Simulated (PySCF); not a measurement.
# [Eu(HCN)]3+: other functionals and bases at one geometry

How far do other levels of theory move the description of [Eu(HCN)]3+, and what does each cost? It is a constructed species; whether it can be made isn't addressed.

Method: several levels, as the steps say, no spin–orbit coupling; program: PySCF 2.14.0.

3 further runs of the same task are left out: 2 for a known fault of the program, 1 that didn't finish.

## (1) Starting geometry

4 atoms, charge 3, spin multiplicity 1.

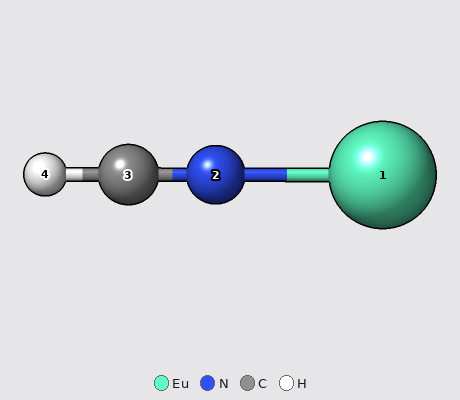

The geometry (europium green, nitrogen blue, carbon grey, hydrogen white); atoms are numbered from 1 in the order of the file.

As a file:

```xyz
4
CHEuN
Eu    0.0000    0.0000   -0.2771
N     0.0000    0.0000    1.9769
C     0.0000    0.0000    3.1565
H     0.0000    0.0000    4.2812
```

Formal oxidation states: Eu +3. Each metal's 6 4f electrons lie in its core potential, so multiplicities, spins and levels count the valence alone. An earlier session relaxed this geometry at PBE, Eu lcecp-1-SVP with ECP52, N def2-SVP, C def2-SVP, H def2-SVP (singlet, point group C∞v).

At PBE on the finer grid: E = -127.259493 Eh, HOMO -25.57 eV, LUMO -20.79 eV, Mulliken charge on Eu1 +2.45 e, largest force component 0.002 eV/Å. 

Levels to run: TPSSh; CAM-B3LYP; wB97X; r2SCAN; PBE, TZVP. Hardware: 2 threads of Arm Neoverse V1, shared host.

## (2) TPSSh

run.py (the lines that set the calculation)

```python
mol = gto.M(atom='''
Eu     0.00000     0.00000    -0.27714
N      0.00000     0.00000     1.97688
C      0.00000     0.00000     3.15648
H      0.00000     0.00000     4.28117''',
    basis={'Eu': 'lcecp-1-SVP', 'N': 'def2-SVP', 'C': 'def2-SVP', 'H': 'def2-SVP'},
    ecp={'Eu': 'lcecp-1-SVP'},
    charge=3, spin=0)
mf = dft.RKS(mol, xc='TPSSH')
mf.grids.atom_grid = (75, 302)  # f atoms: unpruned, at least (60, 302)
mf = mf.density_fit()  # fitting sets: Eu AutoAux, N def2-universal-JKFIT, C def2-universal-JKFIT, H def2-universal-JKFIT
mf.conv_tol = 1e-08; mf.max_cycle = 55
mf.kernel(dm0)  # dm0: the density of the relaxed state
```

Started as:

```console
OMP_NUM_THREADS=2 python run.py
```

Standard output:

```text
init E= -127.374968613934
  HOMO = -0.961096746566933  LUMO = -0.736852866504873  gap/eV = 6.10199
cycle= 1 E= -127.375714455661  delta_E= -0.000746  |g|= 0.048  |ddm|= 0.151
  HOMO = -0.945937316534292  LUMO = -0.739705025456666  gap/eV = 5.61187
cycle= 2 E= -127.372866764721  delta_E= 0.00285  |g|= 0.124  |ddm|= 0.111
  HOMO = -0.953408686580773  LUMO = -0.740434382692784  gap/eV = 5.79533
cycle= 3 E= -127.376214680523  delta_E= -0.00335  |g|= 0.00905  |ddm|= 0.0783
  HOMO = -0.954823815514351  LUMO = -0.739469414516621  gap/eV = 5.86009
cycle= 4 E= -127.376243908067  delta_E= -2.92e-05  |g|= 0.000423  |ddm|= 0.0103
  HOMO = -0.954771152379371  LUMO = -0.739265427885521  gap/eV = 5.86421
cycle= 5 E= -127.376243967428  delta_E= -5.94e-08  |g|= 7.43e-05  |ddm|= 0.000896
  HOMO = -0.954781161156564  LUMO = -0.73928846526938  gap/eV = 5.86385
cycle= 6 E= -127.376243969162  delta_E= -1.73e-09  |g|= 1.18e-05  |ddm|= 0.000115
  HOMO = -0.95477983125765  LUMO = -0.739289525772777  gap/eV = 5.86379
Extra cycle  E= -127.376243969082  delta_E= 7.98e-11  |g|= 2.25e-05  |ddm|= 2.31e-05
converged SCF energy = -127.376243969082
```

Wall time 2.6 s (2 threads of Arm Neoverse V1, shared host).

Read off: E = -127.376244 Eh, HOMO -25.98 eV, LUMO -20.12 eV, Mulliken charge on Eu1 +2.51 e, largest force component 1.012 eV/Å. 

## (3) CAM-B3LYP

run.py (the lines that set the calculation), as its differences from that of step 2:

```diff
@@ -8,3 +8,3 @@
     charge=3, spin=0)
-mf = dft.RKS(mol, xc='TPSSH')
+mf = dft.RKS(mol, xc='CAMB3LYP')
 mf.grids.atom_grid = (75, 302)  # f atoms: unpruned, at least (60, 302)
```

Started as:

```console
OMP_NUM_THREADS=2 python run.py
```

Standard output:

```text
init E= -127.278480012633
  HOMO = -1.04196695411459  LUMO = -0.676755584393675  gap/eV = 9.93791
cycle= 1 E= -127.280869956043  delta_E= -0.00239  |g|= 0.0523  |ddm|= 0.16
  HOMO = -1.02436491008313  LUMO = -0.68418675510877  gap/eV = 9.25672
cycle= 2 E= -127.280002132672  delta_E= 0.000868  |g|= 0.0834  |ddm|= 0.088
  HOMO = -1.03215697357794  LUMO = -0.68503570785828  gap/eV = 9.44565
cycle= 3 E= -127.281447571085  delta_E= -0.00145  |g|= 0.00678  |ddm|= 0.0532
  HOMO = -1.03337056941452  LUMO = -0.68429658417934  gap/eV = 9.49879
cycle= 4 E= -127.281459396511  delta_E= -1.18e-05  |g|= 0.00177  |ddm|= 0.00726
  HOMO = -1.03282511829649  LUMO = -0.684500251705249  gap/eV = 9.47840
cycle= 5 E= -127.2814603949  delta_E= -9.98e-07  |g|= 0.000137  |ddm|= 0.00258
  HOMO = -1.03282517524883  LUMO = -0.684558893124798  gap/eV = 9.47681
cycle= 6 E= -127.281460407005  delta_E= -1.21e-08  |g|= 2.77e-05  |ddm|= 0.000444
  HOMO = -1.03282242726364  LUMO = -0.684558408766627  gap/eV = 9.47675
cycle= 7 E= -127.281460407548  delta_E= -5.43e-10  |g|= 2.85e-06  |ddm|= 8.68e-05
  HOMO = -1.03282236327607  LUMO = -0.684558696973105  gap/eV = 9.47674
Extra cycle  E= -127.281460407553  delta_E= -4.21e-12  |g|= 2.2e-06  |ddm|= 5.88e-06
converged SCF energy = -127.281460407553
```

Wall time 2.5 s (2 threads of Arm Neoverse V1, shared host).

Result: E = -127.281460 Eh, HOMO -28.10 eV, LUMO -18.63 eV, Mulliken charge on Eu1 +2.51 e, largest force component 1.974 eV/Å. 

## (4) wB97X

run.py (the lines that set the calculation), as its differences from that of step 3:

```diff
@@ -8,3 +8,3 @@
     charge=3, spin=0)
-mf = dft.RKS(mol, xc='CAMB3LYP')
+mf = dft.RKS(mol, xc='WB97X')
 mf.grids.atom_grid = (75, 302)  # f atoms: unpruned, at least (60, 302)
```

Started as:

```console
OMP_NUM_THREADS=2 python run.py
```

Standard output:

```text
init E= -127.343609188218
  HOMO = -1.0812852568978  LUMO = -0.629892669375764  gap/eV = 12.28302
cycle= 1 E= -127.347972517115  delta_E= -0.00436  |g|= 0.047  |ddm|= 0.189
  HOMO = -1.06364361340466  LUMO = -0.631345584362114  gap/eV = 11.76343
cycle= 2 E= -127.34791482494  delta_E= 5.77e-05  |g|= 0.0545  |ddm|= 0.07
  HOMO = -1.06964029451726  LUMO = -0.632448839482655  gap/eV = 11.89659
cycle= 3 E= -127.348535662544  delta_E= -0.000621  |g|= 0.00762  |ddm|= 0.0379
  HOMO = -1.06972428004547  LUMO = -0.632115098784114  gap/eV = 11.90795
cycle= 4 E= -127.348554242209  delta_E= -1.86e-05  |g|= 0.00194  |ddm|= 0.00991
  HOMO = -1.06897482639838  LUMO = -0.632244139369934  gap/eV = 11.88405
cycle= 5 E= -127.348555603093  delta_E= -1.36e-06  |g|= 0.00025  |ddm|= 0.00305
  HOMO = -1.06899970090267  LUMO = -0.632273916451966  gap/eV = 11.88391
cycle= 6 E= -127.34855566887  delta_E= -6.58e-08  |g|= 5.56e-05  |ddm|= 0.000849
  HOMO = -1.06900311096424  LUMO = -0.632268745590051  gap/eV = 11.88415
cycle= 7 E= -127.348555671068  delta_E= -2.2e-09  |g|= 1.09e-05  |ddm|= 0.00014
  HOMO = -1.0690002313055  LUMO = -0.632267377407164  gap/eV = 11.88411
Extra cycle  E= -127.348555671166  delta_E= -9.77e-11  |g|= 4.08e-06  |ddm|= 2.51e-05
converged SCF energy = -127.348555671166
```

It took 2.4 s on 2 threads of Arm Neoverse V1, shared host.

It gives: E = -127.348556 Eh, HOMO -29.09 eV, LUMO -17.20 eV, Mulliken charge on Eu1 +2.54 e, largest force component 2.035 eV/Å. 

## (5) r2SCAN

run.py (the lines that set the calculation), as its differences from that of step 4:

```diff
@@ -8,3 +8,3 @@
     charge=3, spin=0)
-mf = dft.RKS(mol, xc='WB97X')
+mf = dft.RKS(mol, xc='R2SCAN')
 mf.grids.atom_grid = (75, 302)  # f atoms: unpruned, at least (60, 302)
```

Started as:

```console
OMP_NUM_THREADS=2 python run.py
```

Standard output:

```text
init E= -127.325166239251
  HOMO = -0.95019358361173  LUMO = -0.738748820702201  gap/eV = 5.75371
cycle= 1 E= -127.32596660869  delta_E= -0.0008  |g|= 0.0511  |ddm|= 0.163
  HOMO = -0.935638399977593  LUMO = -0.738790429046205  gap/eV = 5.35651
cycle= 2 E= -127.321672747993  delta_E= 0.00429  |g|= 0.148  |ddm|= 0.126
  HOMO = -0.942724777717196  LUMO = -0.740009728564657  gap/eV = 5.51616
cycle= 3 E= -127.326549897354  delta_E= -0.00488  |g|= 0.00882  |ddm|= 0.0922
  HOMO = -0.944268486385613  LUMO = -0.7394057368518  gap/eV = 5.57460
cycle= 4 E= -127.326579341782  delta_E= -2.94e-05  |g|= 0.00114  |ddm|= 0.0114
  HOMO = -0.944151163628844  LUMO = -0.739230458595262  gap/eV = 5.57618
cycle= 5 E= -127.32657967525  delta_E= -3.33e-07  |g|= 0.000153  |ddm|= 0.00127
  HOMO = -0.944159229650197  LUMO = -0.739256323627616  gap/eV = 5.57569
cycle= 6 E= -127.326579682374  delta_E= -7.12e-09  |g|= 2.14e-05  |ddm|= 0.0002
  HOMO = -0.944157923012268  LUMO = -0.739256850370738  gap/eV = 5.57564
Extra cycle  E= -127.326579682342  delta_E= 3.22e-11  |g|= 2.63e-05  |ddm|= 4.34e-05
converged SCF energy = -127.326579682342
```

Wall time 2.6 s (2 threads of Arm Neoverse V1, shared host).

It gives: E = -127.326580 Eh, HOMO -25.69 eV, LUMO -20.12 eV, Mulliken charge on Eu1 +2.51 e, largest force component 1.135 eV/Å. 

## (6) PBE, TZVP

Basis: Eu lcecp-1-TZVP with ECP52, N def2-TZVP, C def2-TZVP, H def2-TZVP. 

run.py (the lines that set the calculation)

```python
mol = gto.M(atom='''
Eu     0.00000     0.00000    -0.27714
N      0.00000     0.00000     1.97688
C      0.00000     0.00000     3.15648
H      0.00000     0.00000     4.28117''',
    basis={'Eu': 'lcecp-1-TZVP', 'N': 'def2-TZVP', 'C': 'def2-TZVP', 'H': 'def2-TZVP'},
    ecp={'Eu': 'lcecp-1-TZVP'},
    charge=3, spin=0)
mf = dft.RKS(mol, xc='PBE')
mf.grids.atom_grid = (75, 302)  # f atoms: unpruned, at least (60, 302)
mf = mf.density_fit()  # fitting sets: Eu AutoAux, N def2-universal-JKFIT, C def2-universal-JKFIT, H def2-universal-JKFIT
mf.conv_tol = 1e-08; mf.max_cycle = 55
mf.kernel(dm0)  # dm0: free metal ions and neutral atoms
```

Started as:

```console
OMP_NUM_THREADS=2 python run.py
```

Standard output:

```text
init E= -119.09337215316
  HOMO = -1.53919820654906  LUMO = -1.29932457794019  gap/eV = 6.52729
cycle= 1 E= -125.652625336604  delta_E= -6.56  |g|= 3.14  |ddm|= 2.32
cycle= 2 E= -111.965695951775  delta_E= 13.7  |g|= 5.46  |ddm|= 3.78
  HOMO = -1.06246348557952  LUMO = -0.846916505317995  gap/eV = 5.86533
cycle= 3 E= -125.723054624653  delta_E= -13.8  |g|= 2.52  |ddm|= 3.73
  HOMO = -0.918496327367016  LUMO = -0.748671698210153  gap/eV = 4.62116
cycle= 4 E= -126.664836978293  delta_E= -0.942  |g|= 1.66  |ddm|= 2.24
  HOMO = -0.94327630340511  LUMO = -0.770609364872637  gap/eV = 4.69851
cycle= 5 E= -127.360770883858  delta_E= -0.696  |g|= 0.182  |ddm|= 0.931
  HOMO = -0.924249763712033  LUMO = -0.767210091582616  gap/eV = 4.27327
cycle= 6 E= -127.363990005291  delta_E= -0.00322  |g|= 0.119  |ddm|= 0.212
  HOMO = -0.939212227606773  LUMO = -0.760211121044556  gap/eV = 4.87087
cycle= 7 E= -127.366928373634  delta_E= -0.00294  |g|= 0.0377  |ddm|= 0.0938
  HOMO = -0.935991359689812  LUMO = -0.764077998213491  gap/eV = 4.67800
cycle= 8 E= -127.367346239315  delta_E= -0.000418  |g|= 0.0112  |ddm|= 0.0315
  HOMO = -0.936810879393095  LUMO = -0.763400516075391  gap/eV = 4.71874
cycle= 9 E= -127.367372060484  delta_E= -2.58e-05  |g|= 0.00197  |ddm|= 0.00606
  HOMO = -0.936735243163702  LUMO = -0.763500245546099  gap/eV = 4.71396
cycle= 10 E= -127.367373040553  delta_E= -9.8e-07  |g|= 0.00036  |ddm|= 0.00125
  HOMO = -0.936771262137974  LUMO = -0.763496610188086  gap/eV = 4.71504
cycle= 11 E= -127.367373068762  delta_E= -2.82e-08  |g|= 6.43e-05  |ddm|= 0.000266
  HOMO = -0.93677137542098  LUMO = -0.76349118203461  gap/eV = 4.71519
cycle= 12 E= -127.367373070039  delta_E= -1.28e-09  |g|= 9.97e-06  |ddm|= 4.69e-05
  HOMO = -0.936774034074444  LUMO = -0.763491514758159  gap/eV = 4.71526
Extra cycle  E= -127.367373069823  delta_E= 2.17e-10  |g|= 3.35e-05  |ddm|= 1.97e-05
converged SCF energy = -127.367373069823
```

It took 6.7 s on 2 threads of Arm Neoverse V1, shared host.

It gives: E = -127.367373 Eh, HOMO -25.49 eV, LUMO -20.78 eV, Mulliken charge on Eu1 +2.55 e, largest force component 0.863 eV/Å. 

## (7) Results

| level | state | HOMO (eV) | gap (eV) | charge on Eu1 (e) | dipole (D) | largest force (eV/Å) | basis functions | time |
| --- | --- | --- | --- | --- | --- | --- | --- | --- |
| PBE (relaxed here) | singlet | -25.57 | 4.78 | 2.45 | 4.96 | 0.00 | 66 | 3.9 s |
| TPSSh | singlet | -25.98 | 5.86 | 2.51 | 4.75 | 1.01 | 66 | 2.6 s |
| CAM-B3LYP | singlet | -28.10 | 9.48 | 2.51 | 4.52 | 1.97 | 66 | 2.5 s |
| wB97X | singlet | -29.09 | 11.88 | 2.54 | 4.33 | 2.04 | 66 | 2.4 s |
| r2SCAN | singlet | -25.69 | 5.58 | 2.51 | 4.70 | 1.13 | 66 | 2.6 s |
| PBE, TZVP | singlet | -25.49 | 4.72 | 2.55 | 5.01 | 0.86 | 115 | 6.7 s |

Times are on 2 threads of Arm Neoverse V1, shared host; the first row also made further properties. The dipole of a charged species depends on the origin, so these sizes hold for this origin alone.

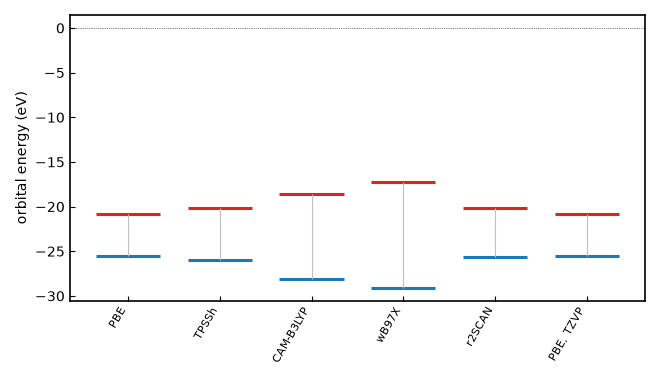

Highest filled and lowest empty level, method by method.

In one basis the HOMO–LUMO gap runs from 4.78 eV (PBE) to 11.88 eV (wB97X). The largest leftover force, 2.04 eV/Å with wB97X, stands at a geometry relaxed at another level. The Mulliken charge on Eu spans +2.45 to +2.55 e over the levels. With 4f in the core, its levels are missing from HOMO and gap. Total energies of different levels can't be compared. Spin–orbit coupling is left out throughout.
